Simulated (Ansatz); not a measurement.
# F3H3OSiTi: single points with varied inputs

Aim: run F3H3OSiTi under a spread of inputs, and see what each costs and gives.

Computed with Ansatz 0.2.0, Gaussian basis. Level: the settings change from run to run.

## Step 1: The molecule

The geometry comes from an earlier relaxation with PBE0-D4 in a triple-zeta def2 set; it is a stationary point, not always the lowest conformer.

SMILES `[F][Ti]([F])([F])[O][SiH3]`, 9 atoms, charge 0, spin multiplicity 1.

Atoms are counted from 1 here; the program's logs count them from 0.

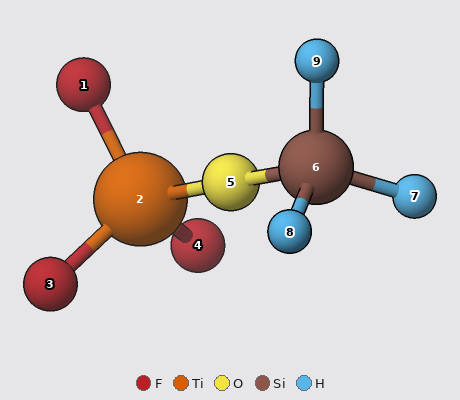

The geometry (fluorine red, titanium orange, oxygen yellow, silicon brown, hydrogen blue); atoms are numbered from 1 in the order of the file.

Coordinates:

| atom | x (Å) | y (Å) | z (Å) |
| --- | --- | --- | --- |
| F1 | 2.3515 | -1.5048 | 0.2218 |
| Ti2 | 1.1694 | -0.8226 | -0.8735 |
| F3 | 1.9598 | 0.2887 | -1.9701 |
| F4 | 0.4092 | -2.1061 | -1.7884 |
| O5 | -0.0540 | 0.0396 | 0.0499 |
| Si6 | -1.2118 | 0.8528 | 0.9071 |
| H7 | -2.5255 | 0.2190 | 0.6426 |
| H8 | -1.2210 | 2.2667 | 0.4620 |
| H9 | -0.8776 | 0.7667 | 2.3487 |

## Step 2: CCSDT/STO-3G

Options: the search for lower states set to light.

in.yaml

```yaml
crystal:
  periodic: [false, false, false]
  atoms:
    - {symbol: F, position_ang: [2.351497, -1.504811, 0.221788]}
    - {symbol: Ti, position_ang: [1.169440, -0.822603, -0.873505]}
    - {symbol: F, position_ang: [1.959781, 0.288723, -1.970142]}
    - {symbol: F, position_ang: [0.409236, -2.106098, -1.788389]}
    - {symbol: O, position_ang: [-0.054042, 0.039595, 0.049872]}
    - {symbol: Si, position_ang: [-1.211814, 0.852759, 0.907093]}
    - {symbol: H, position_ang: [-2.525489, 0.218990, 0.642608]}
    - {symbol: H, position_ang: [-1.220959, 2.266697, 0.461989]}
    - {symbol: H, position_ang: [-0.877631, 0.766748, 2.348686]}
basis:
  gaussian: {orbitals: STO-3G}
hamiltonian: {xc: {name: HF}}
correlation: {method: ccsdt}
scf: {lower_state_search: light}
```

The run is started by

```
ansatz run in.yaml --threads 4 --pin off --events-out ev --progress --plain --max-ram 11315MiB
```

Standard output, cut to the lines that bear on the results:

```text
Functional definition: HF
  name "HF"
  cite "Fock, Z. Phys. 61, 126 (1930) doi:10.1007/BF01340294"
  parent pbe
[...]
1055 factors; integrals over basis functions are off by at most 7.9e-8 eV
[...]
mean field -40696.42009564 eV, -1495.5658534905 hartree, gradient 2.9e-6 eV, S^2 0.000000; 0 other end points of the search recorded, 0 dependent functions left out
14 core orbitals not correlated: weight in the atoms' cores, before any rotation towards them, 1.000 or more for the frozen orbitals, at most 0.000 for the correlated occupied ones
reference -40696.42009564 eV, -1495.5658534905 hartree; 23, 23 occupied and 13, 13 virtual orbitals, 1055 factors
second order -7.64516332 eV of doubles, -0.00000000 eV of singles
cycle   1  -7.40177872 eV  change    2.4e-1 eV  update   2.1e-1
[...]
cycle  13  -8.98321761 eV  change   -1.7e-6 eV  update   1.6e-6
Total energy: -40705.40331325 eV, -1495.8959806487 hartree
```

Run time: 8 s. Hardware: 4 threads of Arm Neoverse V2, shared host; peak memory 0.38 GiB.

T1 0.017.

## Step 3: RPBE/aug-pcseg-2

This run has atoms shaken by 0.03 Å, D3(BJ) with three-body dispersion.

in.yaml

```yaml
crystal:
  periodic: [false, false, false]
  atoms:
    - {symbol: F, position_ang: [2.372356, -1.578223, 0.234040]}
    - {symbol: Ti, position_ang: [1.161989, -0.803728, -0.848037]}
    - {symbol: F, position_ang: [1.964172, 0.278198, -1.931271]}
    - {symbol: F, position_ang: [0.446333, -2.083809, -1.820389]}
    - {symbol: O, position_ang: [-0.081883, 0.086518, 0.040042]}
    - {symbol: Si, position_ang: [-1.240391, 0.895899, 0.881949]}
    - {symbol: H, position_ang: [-2.552551, 0.223759, 0.698709]}
    - {symbol: H, position_ang: [-1.205704, 2.261849, 0.440171]}
    - {symbol: H, position_ang: [-0.920877, 0.762746, 2.334356]}
basis:
  gaussian: {orbitals: aug-pcseg-2}
hamiltonian: {xc: {name: RPBE}, dispersion: d3bjatm}
output: {forces: true}
```

The command is unchanged.

Standard output, cut to the lines that bear on the results:

```text
Functional definition: RPBE
  name "RPBE"
  cite "Hammer, Hansen & Nørskov, Phys. Rev. B 59, 7413 (1999) doi:10.1103/PhysRevB.59.7413"
  cite "Perdew, Burke & Ernzerhof, Phys. Rev. Lett. 77, 3865 (1996) doi:10.1103/PhysRevLett.77.3865"
[...]
1790 factors; their error is unknown
[...]
mean field -41250.49859998 eV, -1515.9278629569 hartree, gradient 4.4e-5 eV, S^2 0.000000; 0 other end points of the search recorded, 0 dependent functions left out
[...]
reference -41250.49867866 eV, -1515.9278658484 hartree; 37, 37 occupied and 347, 347 virtual orbitals, 1790 factors
Total energy: -41251.63498715 eV, -1515.9696244153 hartree
Atom 0 at     2.372356    -1.578223     0.234040 Å, force    -0.214953     0.219409    -0.056192 eV/Å
Atom 1 at     1.161989    -0.803728    -0.848037 Å, force     0.214761    -1.028700     0.980551 eV/Å
Atom 2 at     1.964172     0.278198    -1.931271 Å, force     0.723426     1.016795    -0.917217 eV/Å
Atom 3 at     0.446333    -2.083809    -1.820389 Å, force    -0.375223    -0.422817    -0.319386 eV/Å
Atom 4 at    -0.081883     0.086518     0.040042 Å, force     0.082866    -0.156202    -0.089005 eV/Å
Atom 5 at    -1.240391     0.895899     0.881949 Å, force    -0.204105    -0.882459     0.866147 eV/Å
Atom 6 at    -2.552551     0.223759     0.698709 Å, force    -0.166150     0.057597    -0.220284 eV/Å
Atom 7 at    -1.205704     2.261849     0.440171 Å, force    -0.129756     1.039624    -0.289790 eV/Å
Atom 8 at    -0.920877     0.762746     2.334356 Å, force     0.069133     0.156753     0.045176 eV/Å
Dipole moment:    -0.344145     0.305939     0.186740 e Å
```

Wall time 10 s (4 threads of Arm Neoverse V2, shared host); peak memory 0.82 GiB.

Largest force 1.549 eV/Å, dipole 2.39 D.

## Step 4: wB97X-V/6-31G*

Set apart from the defaults: atoms shaken by 0.03 Å, the search for lower states set to full.

in.yaml

```yaml
crystal:
  periodic: [false, false, false]
  atoms:
    - {symbol: F, position_ang: [2.348014, -1.507169, 0.198384]}
    - {symbol: Ti, position_ang: [1.124560, -0.818341, -0.911929]}
    - {symbol: F, position_ang: [1.976749, 0.263732, -1.979785]}
    - {symbol: F, position_ang: [0.406655, -2.099478, -1.811746]}
    - {symbol: O, position_ang: [-0.019730, 0.042760, 0.089528]}
    - {symbol: Si, position_ang: [-1.200954, 0.818184, 0.894594]}
    - {symbol: H, position_ang: [-2.559763, 0.218218, 0.644456]}
    - {symbol: H, position_ang: [-1.274000, 2.291797, 0.408181]}
    - {symbol: H, position_ang: [-0.895838, 0.791913, 2.349651]}
basis:
  gaussian: {orbitals: "6-31G*"}
hamiltonian: {xc: {name: wB97X-V}}
scf: {lower_state_search: full}
```

Same command.

Standard output, cut to the lines that bear on the results:

```text
Functional definition: wB97X-V
  name "wB97X-V"
  cite "Mardirossian & Head-Gordon, Phys. Chem. Chem. Phys. 16, 9904 (2014) doi:10.1039/C3CP54374A"
  cite "Becke, J. Chem. Phys. 107, 8554 (1997) doi:10.1063/1.475007"
  cite "Vydrov & Van Voorhis, J. Chem. Phys. 133, 244103 (2010) doi:10.1063/1.3521275"
[...]
      + integral(e_c_pw_opposite_spin*poly(b97_u_opposite, cos0, cos1)) + vv10(b, c)
1131 factors; integrals over basis functions are off by at most 7.7e-4 eV
242 factors; integrals over basis functions are off by at most 6.1e-5 eV
[...]
mean field -41237.19432772 eV, -1515.4389399694 hartree, gradient 7.4e-5 eV, S^2 0.000000; 3 other end points of the search recorded, 0 dependent functions left out
reference -41237.19432385 eV, -1515.4389398274 hartree; 37, 37 occupied and 84, 84 virtual orbitals, 1131 factors
Total energy: -41237.19432385 eV, -1515.4389398274 hartree
```

It took 18 s on 4 threads of Arm Neoverse V2, shared host; peak memory 0.43 GiB.

## Step 5: B97/cc-pVDZ

This run has multiplicity 3, finite nuclei, relativity set to scalar.

in.yaml

```yaml
crystal:
  periodic: [false, false, false]
  atoms:
    - {symbol: F, position_ang: [2.351497, -1.504811, 0.221788]}
    - {symbol: Ti, position_ang: [1.169440, -0.822603, -0.873505]}
    - {symbol: F, position_ang: [1.959781, 0.288723, -1.970142]}
    - {symbol: F, position_ang: [0.409236, -2.106098, -1.788389]}
    - {symbol: O, position_ang: [-0.054042, 0.039595, 0.049872]}
    - {symbol: Si, position_ang: [-1.211814, 0.852759, 0.907093]}
    - {symbol: H, position_ang: [-2.525489, 0.218990, 0.642608]}
    - {symbol: H, position_ang: [-1.220959, 2.266697, 0.461989]}
    - {symbol: H, position_ang: [-0.877631, 0.766748, 2.348686]}
basis:
  gaussian: {orbitals: cc-pVDZ, nuclear_model: gaussian}
magnetization: {spin_polarized: true, initial_magnetization: 2}
hamiltonian: {xc: {name: B97}, pseudopotentials: {relativity: scalar}}
output: {forces: true}
```

Launched as before.

Standard output, cut to the lines that bear on the results:

```text
Functional definition: B97
  name "B97"
  cite "Becke, J. Chem. Phys. 107, 8554 (1997) doi:10.1063/1.475007"
[...]
      + integral(e_c_pw_opposite_spin*poly(b97_u_opposite, cos0, cos1, cos2))
1280 factors; integrals over basis functions are off by at most 1.1e-3 eV
[...]
mean field -41359.08830650 eV, -1519.9184610669 hartree, gradient 1.9e-8 eV, S^2 2.006912; 8 other end points of the search recorded, 0 dependent functions left out
[...]
reference -41359.08835352 eV, -1519.9184627950 hartree; 38, 36 occupied and 94, 96 virtual orbitals, 1280 factors
Total energy: -41359.08835352 eV, -1519.9184627950 hartree
Relativity: scalar
Atom 0 at     2.351497    -1.504811     0.221788 Å, force     1.189010    -0.644955     1.694120 eV/Å
Atom 1 at     1.169440    -0.822603    -0.873505 Å, force     4.110538    -2.757103    -1.509381 eV/Å
Atom 2 at     1.959781     0.288723    -1.970142 Å, force     0.950231     2.083159    -1.961126 eV/Å
Atom 3 at     0.409236    -2.106098    -1.788389 Å, force    -1.642450    -1.923472    -1.661709 eV/Å
Atom 4 at    -0.054042     0.039595     0.049872 Å, force    -3.834731     2.656903     2.504466 eV/Å
Atom 5 at    -1.211814     0.852759     0.907093 Å, force    -0.312217     0.374288     1.502105 eV/Å
Atom 6 at    -2.525489     0.218990     0.642608 Å, force    -0.378011    -0.175081    -0.326944 eV/Å
Atom 7 at    -1.220959     2.266697     0.461989 Å, force    -0.040919     0.358216    -0.371431 eV/Å
Atom 8 at    -0.877631     0.766748     2.348686 Å, force    -0.041452     0.028046     0.129901 eV/Å
Dipole moment:    -1.191712     0.820365     0.716768 e Å
```

Run time: 2.3 min. Hardware: 4 threads of Arm Neoverse V2, shared host; peak memory 0.77 GiB.

Largest force 5.295 eV/Å, dipole 7.76 D, ⟨S²⟩ 2.007.

## Step 6: HSE06/cc-pVTZ-DK

Changes to in.yaml since step 5:

```diff
@@ -13,5 +13,3 @@
 basis:
-  gaussian: {orbitals: cc-pVDZ, nuclear_model: gaussian}
-magnetization: {spin_polarized: true, initial_magnetization: 2}
-hamiltonian: {xc: {name: B97}, pseudopotentials: {relativity: scalar}}
-output: {forces: true}
+  gaussian: {orbitals: cc-pVTZ-DK}
+hamiltonian: {xc: {name: HSE06}}
```

The command is unchanged.

Standard output, cut to the lines that bear on the results:

```text
Functional definition: HSE06
  name "HSE06"
  cite "Heyd, Scuseria & Ernzerhof, J. Chem. Phys. 118, 8207 (2003) doi:10.1063/1.1564060"
  cite "Krukau, Vydrov, Izmaylov & Scuseria, J. Chem. Phys. 125, 224106 (2006) doi:10.1063/1.2404663"
  cite "Heyd & Scuseria, J. Chem. Phys. 120, 7274 (2004) doi:10.1063/1.1668634"
  cite "Ernzerhof & Perdew, J. Chem. Phys. 109, 3313 (1998) doi:10.1063/1.476928"
  cite "Perdew, Burke & Ernzerhof, Phys. Rev. Lett. 77, 3865 (1996) doi:10.1103/PhysRevLett.77.3865"
  parent pbe
[...]
  # The whole range is PBE's own exchange, as in plane waves. The composition of these papers is wPBEh.
[...]
1646 factors; their error is unknown
125 factors; integrals over basis functions are off by at most 1.0e-6 eV
[...]
mean field -41377.04965779 eV, -1520.5785285521 hartree, gradient 6.0e-5 eV, S^2 0.000000; 0 other end points of the search recorded, 0 dependent functions left out
reference -41377.04973556 eV, -1520.5785314103 hartree; 37, 37 occupied and 227, 227 virtual orbitals, 1646 factors
Total energy: -41377.04973556 eV, -1520.5785314103 hartree
Relativity: scalar
```

Wall time 5.5 s (4 threads of Arm Neoverse V2, shared host); peak memory 0.7 GiB.

## Step 7: RPA/def2-SVPD

Changes to in.yaml since step 6:

```diff
@@ -13,3 +13,4 @@
 basis:
-  gaussian: {orbitals: cc-pVTZ-DK}
-hamiltonian: {xc: {name: HSE06}}
+  gaussian: {orbitals: def2-SVPD}
+hamiltonian: {xc: {name: HF}}
+correlation: {method: rpa}
```

The command is unchanged.

Standard output:

```text
Functional definition: HF
  name "HF"
  cite "Fock, Z. Phys. 61, 126 (1930) doi:10.1007/BF01340294"
  parent pbe
  exchange = exact_x
  correlation = 0
1709 factors; integrals over basis functions are off by at most 8.3e-4 eV
mean field evaluation 1: about -41136.0231 eV, gradient 7.4e1 eV
mean field evaluation 2: about -41136.1028 eV, gradient 7.4e1 eV
mean field evaluation 4: about -41146.1375 eV, gradient 5.4e0 eV
mean field evaluation 8: about -41146.2442 eV, gradient 5.7e-1 eV
mean field -41146.24533369 eV, -1512.0966260864 hartree, gradient 1.9e-6 eV, S^2 0.000000; 0 other end points of the search recorded, 0 dependent functions left out
14 core orbitals not correlated: weight in the atoms' cores, before any rotation towards them, 1.000 or more for the frozen orbitals, at most 0.000 for the correlated occupied ones
reference -41146.24533369 eV, -1512.0966260864 hartree; 23, 23 occupied and 137, 137 virtual orbitals, 1709 factors
Total energy: -41181.71973003 eV, -1513.4002861063 hartree
```

Wall time 3.9 s (4 threads of Arm Neoverse V2, shared host); peak memory 0.52 GiB.

## Step 8: All runs side by side

| level | charge | multiplicity | geometry | functions | energy (eV) | time |
| --- | --- | --- | --- | --- | --- | --- |
| CCSDT/STO-3G | 0 | 1 | relaxed | 50 | -40705.403 | 8 s |
| RPBE/aug-pcseg-2 | 0 | 1 | shaken | 384 | -41251.635 | 10 s |
| wB97X-V/6-31G* | 0 | 1 | shaken | 121 | -41237.194 | 18 s |
| B97/cc-pVDZ | 0 | 3 | relaxed | 132 | -41359.088 | 2.3 min |
| HSE06/cc-pVTZ-DK | 0 | 1 | relaxed | 264 | -41377.050 | 5.5 s |
| RPA/def2-SVPD | 0 | 1 | relaxed | 174 | -41181.720 | 3.9 s |

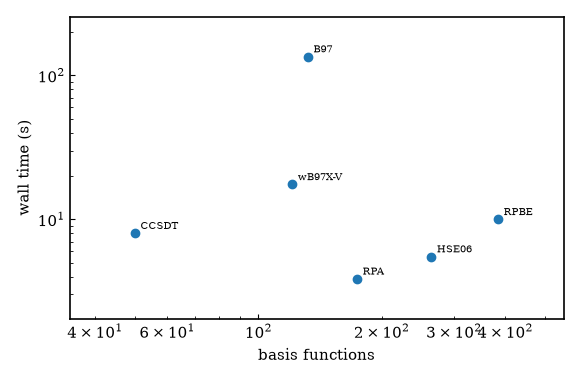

Wall time against the number of basis functions (shared host).

## Step 9: Summary of results

| quantity | value |
| --- | --- |
| runs | 6 |
| quickest | RPA/def2-SVPD, 3.9 s |
| slowest | B97/cc-pVDZ, 2.3 min |
| spread of total energies, same state and geometry | 671.6 eV |

Run time spans a factor of 35, from RPA/def2-SVPD to B97/cc-pVDZ. The jobs differ in tasks and options as well as level. The totals spread over 672 eV; they can't be compared across methods or bases. Some of these runs are scalar-relativistic and others not, which shifts the totals of all-electron atoms past neon by several eV an atom and more; core potentials, where a basis has them, take the core out of the total altogether.
